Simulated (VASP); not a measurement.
Band structure of AlNi (space group Pm-3m). These are LDA (Ceperley-Alder, Perdew-Zunger), VASP's LDA PAW potentials (set 64) (plane waves; VASP) values and carry that method's errors.

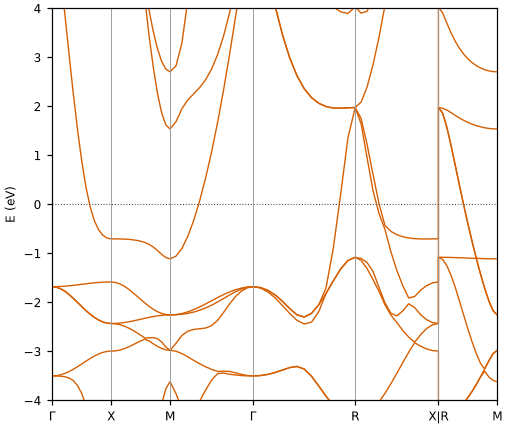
*Bands along high-symmetry lines, zero at the valence-band maximum or, without a gap, the Fermi level*

Problem. Read the plot: is there a gap, and where are the band edges?

Solution. It has no gap at this level: it comes out as a metal or semimetal. (Edges off the drawn lines would not show.)

The structure comes from a computed database's AlNi entry (Pm-3m); how it stands against other phases isn't given here. It was relaxed first. The run is not spin-polarised, so no magnetic state was tried. The electron count is odd and the run is not spin-polarised, which forces a metal.
